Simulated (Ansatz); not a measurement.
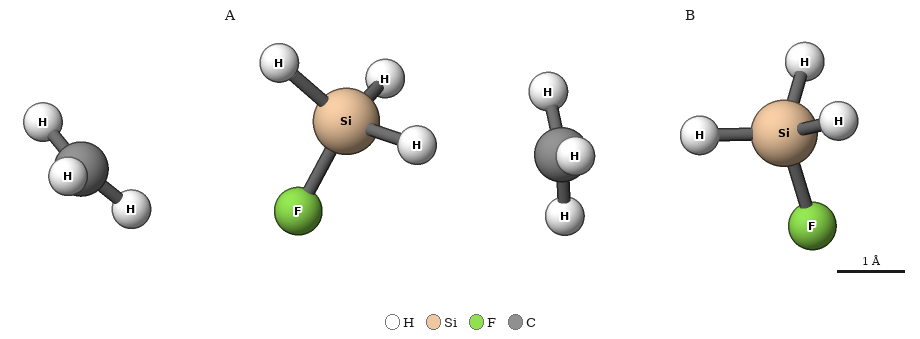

Two geometries of CH₆FSi (multiplicity 2) (started from a transition state, displaced along its imaginary mode), drawn at one scale. One is the start of a relaxation, the other its converged end. The picture is a ball-and-stick view, seen at a tilt.

The calculation used UKS PBE0-D4/def2-TZVP (Ansatz 0.2.0). (force threshold 0.005 eV/Å; at most 200 steps)

### Which of the two is the end point?

Structure A is the relaxed one. The energy falls by 0.556 eV in 32 accepted moves (41 points after the start). The largest force component goes from 4.3 to 0.00057 eV/Å. The line search rejected the trial steps at points 5, 6, 11, 14, 24, 28, 30, 37 and more of the run. The forces were under the threshold at step 31, but the run went on from there. An H atom moves most after the best rigid fit: 1.29 Å. Largest moves by element: H 1.29 Å, F 0.86 Å, Si 0.38 Å, C 0.38 Å. Some distances before and after: H–Si 1.302 → 1.481 Å, C–H 1.093 → 1.080 Å. The run took roughly 3 core-minutes on a shared host.
